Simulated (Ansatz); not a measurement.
Geometry relaxation, with input and output: GeH$_{3}$OF

System: GeH$_{3}$OF.
Method: RKS PBE-D4/def2-SVP (Ansatz 0.2.0).

It belongs to a series of runs on one base structure; here: end point A relaxed. Figures and captions count atoms from 1; the log counts them from 0 in places.

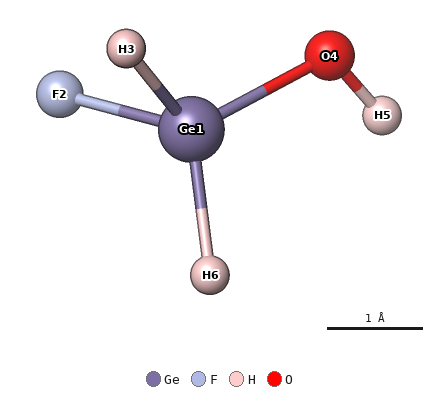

*The structure as given in the input (ball-and-stick view, seen at a tilt; atoms are numbered from 1 in the order of the input). Sticks mark near contacts.*

Bond lengths as drawn: F–Ge 1.71 Å, Ge–H 1.53 to 1.55 Å, Ge–O 1.78 Å and H–O 0.97 Å.

Input
```yaml
crystal:
  periodic: [false, false, false]
  atoms:
    - { symbol: Ge, position_ang: [0.177173, -0.0409, 0.014894] }
    - { symbol: F, position_ang: [0.499946, 0.02112, 1.693141] }
    - { symbol: H, position_ang: [1.693653, 0.098119, -0.122806] }
    - { symbol: O, position_ang: [-0.698159, 1.410534, -0.528998] }
    - { symbol: H, position_ang: [-1.648077, 1.2341, -0.657431] }
    - { symbol: H, position_ang: [-0.603735, -1.329873, -0.3527] }
basis:
  gaussian: { orbitals: def2-SVP }
hamiltonian:
  xc: pbe
  dispersion: d4
relax:
  f_tol: 0.03
  max_steps: 50
output:
  orbitals: {}
```

Launch command:
```bash
ansatz run input.yaml --threads 1 --pin off --max-ram 2048MiB --backend cpu --events-out ev --progress --plain --runs-dir out
```

What the program printed
```
The last accepted step is kept in [file] (removed where the run ends without a failure and the disk answers)
Engine: ansatz 0.2.0, aarch64-unknown-linux-gnu
Functional definition: PBE
  parameter kappa = 0.804
  parameter beta = 0.06672455060314922
  exchange = pbe_x(kappa = kappa, mu = beta*pi^2/3)
  correlation = pbe_c(beta = beta)
816 factors; their error is unknown
mean field evaluation 1: about -61300.7042 eV, gradient 6.5e1 eV
mean field evaluation 2: about -61249.4637 eV, gradient 1.7e2 eV
mean field evaluation 4: about -61307.0786 eV, gradient 1.8e1 eV
mean field evaluation 8: about -61307.6272 eV, gradient 2.3e-1 eV
mean field evaluation 16: about -61307.5788 eV, gradient 9.3e-6 eV
mean field -61307.57884290 eV, -2253.0119667069 hartree, gradient 9.3e-6 eV, S^2 0.000000; 0 other end points of the search recorded, 0 dependent functions left out
the calculation of the forces begins
reference -61307.57887196 eV, -2253.0119677751 hartree; 26, 26 occupied and 49, 49 virtual orbitals, 816 factors
relax step   1: F+E_penalty+E_count = -61307.65447417 eV  Δ(F+E_penalty+E_count) = +0.000e0 eV  max|allowed force component| = 2.237e0 eV/Å  Δτ_max = 0.0000 Å  (25 SCF iters, accepted)
these checks for a lower state are left out or cut short: starts, cluster_reference, orbital_swaps, neighbouring_geometries, increment
816 factors; their error is unknown
mean field -61307.94733848 eV, -2253.0255086699 hartree, gradient 4.1e-5 eV, S^2 0.000000; 0 other end points of the search recorded, 0 dependent functions left out
the calculation of the forces begins
reference -61307.94736727 eV, -2253.0255097278 hartree; 26, 26 occupied and 49, 49 virtual orbitals, 816 factors
relax step   2: F+E_penalty+E_count = -61308.02314618 eV  Δ(F+E_penalty+E_count) = -3.687e-1 eV  max|allowed force component| = 2.841e-1 eV/Å  Δτ_max = 0.1984 Å  (30 SCF iters, accepted)
these checks for a lower state are left out or cut short: starts, cluster_reference, orbital_swaps, neighbouring_geometries, increment
816 factors; their error is unknown
mean field -61307.98919681 eV, -2253.0270469353 hartree, gradient 8.7e-6 eV, S^2 0.000000; 0 other end points of the search recorded, 0 dependent functions left out
the calculation of the forces begins
reference -61307.98922557 eV, -2253.0270479922 hartree; 26, 26 occupied and 49, 49 virtual orbitals, 816 factors
relax step   3: F+E_penalty+E_count = -61308.06504047 eV  Δ(F+E_penalty+E_count) = -4.189e-2 eV  max|allowed force component| = 1.759e-1 eV/Å  Δτ_max = 0.0865 Å  (27 SCF iters, accepted)
these checks for a lower state are left out or cut short: starts, cluster_reference, orbital_swaps, neighbouring_geometries, increment
816 factors; their error is unknown
mean field evaluation 32: about -61308.0441 eV, gradient 4.0e-1 eV
mean field -61307.99677913 eV, -2253.0273255801 hartree, gradient 4.0e-5 eV, S^2 0.000000; 0 other end points of the search recorded, 0 dependent functions left out
the calculation of the forces begins
reference -61307.99680782 eV, -2253.0273266345 hartree; 26, 26 occupied and 49, 49 virtual orbitals, 816 factors
relax step   4: F+E_penalty+E_count = -61308.07259286 eV  Δ(F+E_penalty+E_count) = -7.552e-3 eV  max|allowed force component| = 5.452e-1 eV/Å  Δτ_max = 0.1772 Å  (29 SCF iters, accepted)
these checks for a lower state are left out or cut short: starts, cluster_reference, orbital_swaps, neighbouring_geometries, increment
816 factors; their error is unknown
mean field -61307.70217179 eV, -2253.0164989601 hartree, gradient 4.4e-5 eV, S^2 0.000000; 0 other end points of the search recorded, 0 dependent functions left out
the calculation of the forces begins
reference -61307.70220152 eV, -2253.0165000526 hartree; 26, 26 occupied and 49, 49 virtual orbitals, 816 factors
relax step   5: F+E_penalty+E_count = -61307.77818305 eV  Δ(F+E_penalty+E_count) = +2.944e-1 eV  max|allowed force component| = 3.617e0 eV/Å  Δτ_max = 0.1946 Å  (30 SCF iters, rejected (line search))
these checks for a lower state are left out or cut short: starts, cluster_reference, orbital_swaps, neighbouring_geometries, increment
816 factors; their error is unknown
mean field -61308.00202310 eV, -2253.0275182927 hartree, gradient 4.6e-5 eV, S^2 0.000000; 0 other end points of the search recorded, 0 dependent functions left out
the calculation of the forces begins
reference -61308.00205199 eV, -2253.0275193545 hartree; 26, 26 occupied and 49, 49 virtual orbitals, 816 factors
relax step   6: F+E_penalty+E_count = -61308.07784906 eV  Δ(F+E_penalty+E_count) = -5.256e-3 eV  max|allowed force component| = 1.329e-1 eV/Å  Δτ_max = 0.0322 Å  (24 SCF iters, accepted)
these checks for a lower state are left out or cut short: starts, cluster_reference, orbital_swaps, neighbouring_geometries, increment
816 factors; their error is unknown
mean field -61308.00445878 eV, -2253.0276078021 hartree, gradient 3.9e-5 eV, S^2 0.000000; 0 other end points of the search recorded, 0 dependent functions left out
the calculation of the forces begins
reference -61308.00448760 eV, -2253.0276088613 hartree; 26, 26 occupied and 49, 49 virtual orbitals, 816 factors
relax step   7: F+E_penalty+E_count = -61308.08031880 eV  Δ(F+E_penalty+E_count) = -2.470e-3 eV  max|allowed force component| = 2.006e-2 eV/Å  Δτ_max = 0.0245 Å  (24 SCF iters, accepted)
816 factors; their error is unknown
mean field evaluation 64: about -61308.0045 eV, gradient 5.3e-2 eV
```

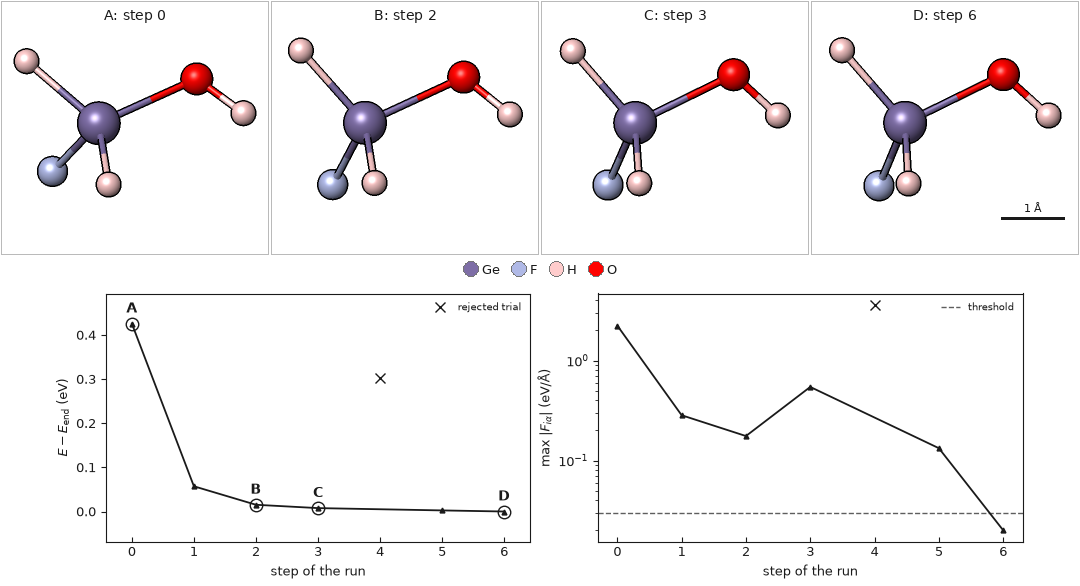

*Frames of the relaxation (ball-and-stick view, seen at a tilt) above the curves, on which the letters mark them (the first geometry is step 0 here and step 1 in the log).*

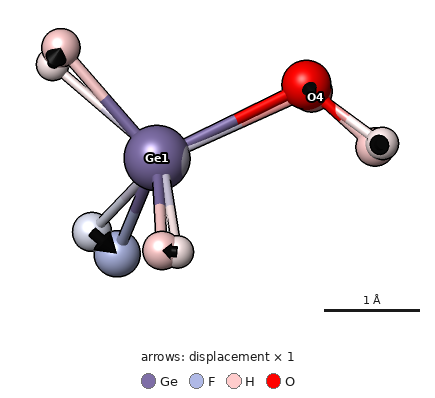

*Start (faint) and end (solid) with the displacements as black arrows, at true length (ball-and-stick view, seen at a tilt). The two geometries are laid on each other by the best rigid fit.*

The largest move after the best rigid fit is that of F2, 0.36 Å. By element the largest moves are F 0.36 Å, H 0.27 Å, O 0.14 Å, Ge 0.06 Å. Among the contacts that change: Ge1–F2 1.710 → 1.762 Å, Ge1–H3 1.529 → 1.541 Å. Among the angles that change: F2–Ge1–H3 84.1° → 108.3°, H3–Ge1–O4 112.7° → 105.1°, H3–Ge1–H6 123.6° → 117.3°. The energy falls by 0.426 eV in 6 geometry steps. The largest force component goes from 2.2 to 0.02 eV/Å. The line search rejected the trial step at point 4 (counted from 0) and went back. (Atoms are counted from 1 in the order of the input.)

```
mean field -61308.00445878 eV, -2253.0276078021 hartree, gradient 3.9e-5 eV, S^2 0.000000; 1 other end points of the search recorded, 0 dependent functions left out
the calculation of the forces begins
reference -61308.00448760 eV, -2253.0276088613 hartree; 26, 26 occupied and 49, 49 virtual orbitals, 816 factors
Total energy: -61308.08034762 eV, -2253.0303966658 hartree
Atom 0 at     0.231621    -0.054881     0.039369 Å, force     0.006744    -0.009148     0.016390 eV/Å
Atom 1 at     0.161090     0.046982     1.796597 Å, force    -0.004383     0.005020    -0.020060 eV/Å
Atom 2 at     1.698791     0.122093    -0.396175 Å, force     0.003442    -0.000267    -0.001356 eV/Å
Atom 3 at    -0.627797     1.355494    -0.635010 Å, force    -0.010384    -0.001145     0.006563 eV/Å
Atom 4 at    -1.583601     1.321276    -0.442419 Å, force     0.008124    -0.004487    -0.000269 eV/Å
Atom 5 at    -0.459303    -1.397864    -0.316263 Å, force    -0.003544     0.010026    -0.001268 eV/Å
Dipole moment:    -0.180719    -0.201764    -0.266733 e Å
```

Trajectory as extended XYZ (Å, eV, eV/Å), 7 frames, from step=1 to step=7
```
6
Properties=species:S:1:pos:R:3:forces:R:3 step=1 energy=-61307.65447
Ge    0.1772   -0.0409    0.0149    0.5164  -0.0595  -0.9157
F     0.4999    0.0211    1.6931   -0.7289  -0.0206   2.2375
H     1.6937    0.0981   -0.1228    0.2378   0.0167  -1.3001
O    -0.6982    1.4105   -0.5290   -0.0087   0.0486  -0.0305
H    -1.6481    1.2341   -0.6574   -0.0119  -0.0015   0.0114
H    -0.6037   -1.3299   -0.3527   -0.0047   0.0163  -0.0026
6
Properties=species:S:1:pos:R:3:forces:R:3 step=2 energy=-61308.02315
Ge    0.2305   -0.0269    0.0554    0.1317  -0.0857  -0.0594
F     0.3372    0.0117    1.8062   -0.2402   0.0055   0.2220
H     1.7340    0.0968   -0.3165   -0.2841   0.0342  -0.2566
O    -0.6762    1.3980   -0.5229    0.1527   0.1115  -0.0325
H    -1.6270    1.2120   -0.6382    0.0789  -0.0595   0.0822
H    -0.5778   -1.2986   -0.3380    0.1610  -0.0060   0.0444
6
Properties=species:S:1:pos:R:3:forces:R:3 step=3 energy=-61308.06504
Ge    0.2354   -0.0350    0.0649    0.0595  -0.0249   0.0464
F     0.2545    0.0225    1.8292   -0.0565  -0.0155  -0.1419
H     1.7119    0.1072   -0.3875   -0.1759   0.0071   0.0156
O    -0.6428    1.3951   -0.5424   -0.0663   0.0117  -0.0472
H    -1.6061    1.2322   -0.5886    0.1546   0.0186   0.0730
H    -0.5321   -1.3288   -0.3295    0.0846   0.0031   0.0541
6
Properties=species:S:1:pos:R:3:forces:R:3 step=4 energy=-61308.07259
Ge    0.2286   -0.0574    0.0385   -0.1314   0.0017   0.0733
F     0.1798    0.0476    1.7951   -0.0696   0.0015   0.0180
H     1.6822    0.1293   -0.3769    0.2829   0.0069  -0.1276
O    -0.6311    1.3447   -0.6477    0.4869   0.0524  -0.0742
H    -1.5723    1.3198   -0.4384   -0.5452  -0.0002   0.0959
H    -0.4665   -1.3910   -0.3245   -0.0235  -0.0623   0.0147
6
Properties=species:S:1:pos:R:3:forces:R:3 step=5 energy=-61307.77818 accepted=F
Ge    0.2320   -0.0812    0.0085   -0.3115  -0.0841   0.1634
F     0.0857    0.0743    1.7569   -0.0432   0.0433   0.0057
H     1.6730    0.1409   -0.3748    0.6438  -0.0133  -0.1557
O    -0.6013    1.2975   -0.7596   -3.6166   0.5286   1.8030
H    -1.5775    1.4213   -0.2724    3.3967  -0.4377  -1.7864
H    -0.3911   -1.4598   -0.3125   -0.0692  -0.0368  -0.0301
6
Properties=species:S:1:pos:R:3:forces:R:3 step=6 energy=-61308.07785
Ge    0.2336   -0.0608    0.0446   -0.1193   0.1329  -0.1310
F     0.1577    0.0442    1.7994    0.0129   0.0020   0.0193
H     1.6996    0.1222   -0.4031   -0.0405   0.0044   0.0345
O    -0.6321    1.3533   -0.6327    0.0941  -0.0930   0.0331
H    -1.5904    1.3440   -0.4486    0.0544  -0.0765   0.0348
H    -0.4476   -1.4098   -0.3135   -0.0016   0.0302   0.0093
6
Properties=species:S:1:pos:R:3:forces:R:3 step=7 energy=-61308.08032
Ge    0.2316   -0.0549    0.0394    0.0067  -0.0091   0.0164
F     0.1611    0.0470    1.7966   -0.0044   0.0050  -0.0201
H     1.6988    0.1221   -0.3962    0.0034  -0.0003  -0.0014
O    -0.6278    1.3555   -0.6350   -0.0104  -0.0011   0.0066
H    -1.5836    1.3213   -0.4424    0.0081  -0.0045  -0.0003
H    -0.4593   -1.3979   -0.3163   -0.0035   0.0100  -0.0013
```

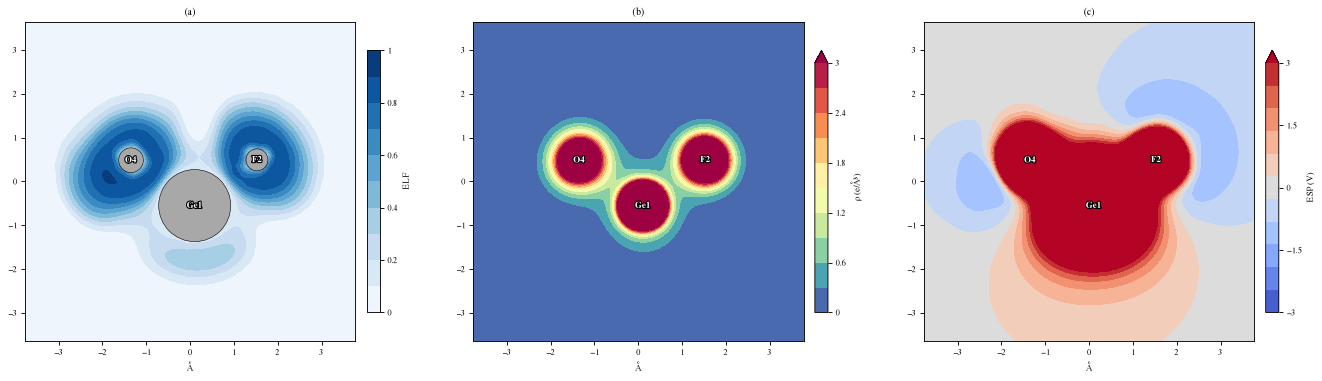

*(a) electron localisation function; (b) total electron density; (c) electrostatic potential on the plane of atoms F2, Ge1 and O4. Grey discs, where drawn, cover atomic cores.*

Ge–F (1.76 Å): ρ at the midpoint is about 0.87 e/Å³; the ELF peaks at about 0.80 in the valence shell of F, 0.6 Å from its nucleus, and is about 0.20 at the midpoint. Ge–O (1.78 Å): ρ at the midpoint is about 0.94 e/Å³; the ELF peaks at about 0.85 in the valence shell of O, 0.6 Å from its nucleus, and is about 0.35 at the midpoint.

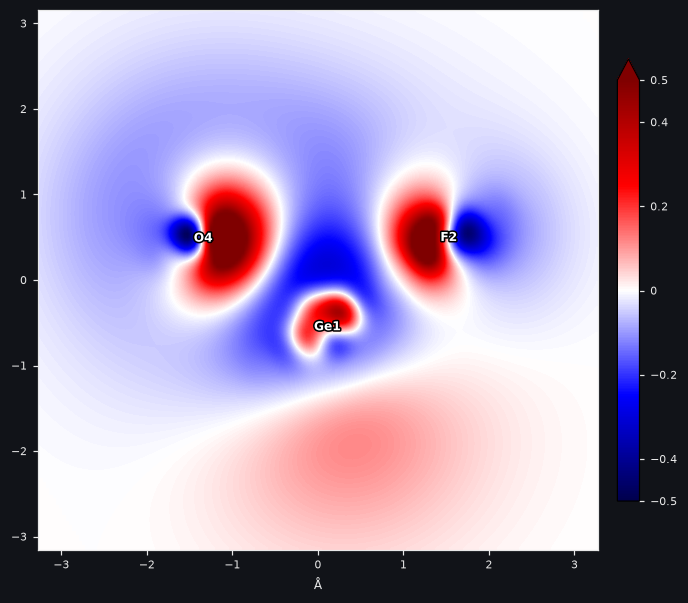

*One frontier orbital on the plane of atoms F2, Ge1 and O4 (values in Å⁻³ᐟ²; the overall sign is arbitrary).*

The LUMO, at −0.40 eV. It lies mainly on Ge1 (40 %), O4 (20 %), H5 (15 %), F2 (10 %) and H6 (10 %).

Results in brief

```csv
quantity,value
outcome,converged
total energy,−61308.0803 eV
mean-field energy,−61308.0045 eV
largest force (length of the vector) at the end,0.021 eV/Å
hardware,"1 thread of Arm Neoverse V2, 24 GiB of memory available, shared host"
wall time,13 s
peak memory,0.13 GiB
```
